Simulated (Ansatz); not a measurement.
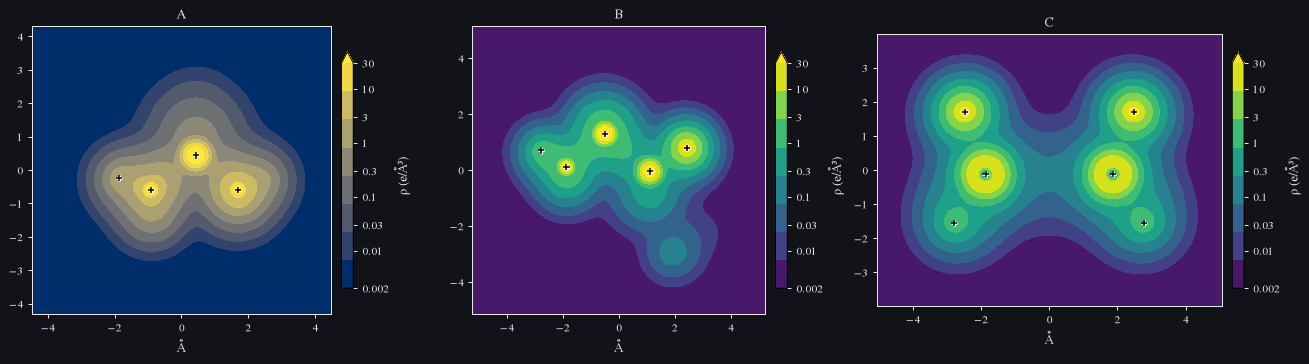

The total electron density of 3 systems, each on a plane through atoms (crosses mark nuclei in the plane).

Level of theory: RKS PBE0-D4/def2-TZVPP (Ansatz 0.2.0).

System 1: Br2F2H2In2 (SMILES [F][InH-]1[Br+][InH-]([F])[Br+]1), the plane of atoms F1, In2 and H7. Geometry: PBE0-D4/def2-TZVP; core potentials replace the inner electrons of In.

```yaml
atoms:
  - { symbol: F, position_ang: [1.3495, 2.4932, -1.0396] }
  - { symbol: In, position_ang: [-0.0649, 1.2273, -1.4136] }
  - { symbol: Br, position_ang: [1.1498, -1.1069, -1.0204] }
  - { symbol: In, position_ang: [-0.1039, -1.3292, 1.3157] }
  - { symbol: F, position_ang: [1.2980, -0.8933, 2.5758] }
  - { symbol: Br, position_ang: [-1.2806, 1.0280, 0.9446] }
  - { symbol: H, position_ang: [-1.1450, 1.1944, -2.7138] }
  - { symbol: H, position_ang: [-1.2029, -2.6134, 1.3513] }
```

System 2: H5NO3Si (SMILES N[Si](O)(O)O), the plane of atoms Si2, N1 and H7. Geometry: PBE0-D4/def2-TZVP.

```xyz
10

N     1.0562   -1.0870    0.0912
Si   -0.1601    0.0945    0.0233
O    -0.0999    1.3433    1.0854
O    -1.5261   -0.7441    0.3414
O    -0.0974    0.8392   -1.4383
H     0.9757   -1.8465    0.7464
H     2.0166   -0.8598   -0.1026
H     0.1757    2.1850    0.7204
H    -2.2372   -0.2360    0.7338
H    -0.0206    0.2603   -2.1980
```

System 3: C2H6F2S2Si, the plane of atoms S6, C7 and H13. Geometry: PBE0-D4/def2-TZVP.

```xyz
13

C    -2.0800    1.5018   -0.0548
S    -0.5282    1.1677    0.8377
Si    0.6780    0.4623   -0.7266
F     1.1952    1.6237   -1.6744
F    -0.2126   -0.4711   -1.6596
S     2.3703   -0.5209    0.0130
C     1.5514   -1.9172    0.8479
H    -2.8143    1.7708    0.7033
H    -1.9580    2.3347   -0.7450
H    -2.4191    0.6155   -0.5870
H     0.8421   -1.5635    1.5940
H     1.0521   -2.5598    0.1250
H     2.3434   -2.4788    1.3413
```

Q: Which map belongs to which system?

A: Panel A is system 2, H5NO3Si: the plane holds N, Si, O and H. Si–O (1.63 Å): the density is about 1.2 e/Å³ at the midpoint. Panel B is system 3, C2H6F2S2Si: the plane holds Si, F, S, C and H. Si–F (1.59 Å): ρ is about 1.2 e/Å³ halfway. Panel C is system 1, Br2F2H2In2: the plane holds F, In and H. In–F (1.93 Å): ρ at the midpoint is about 0.82 e/Å³.
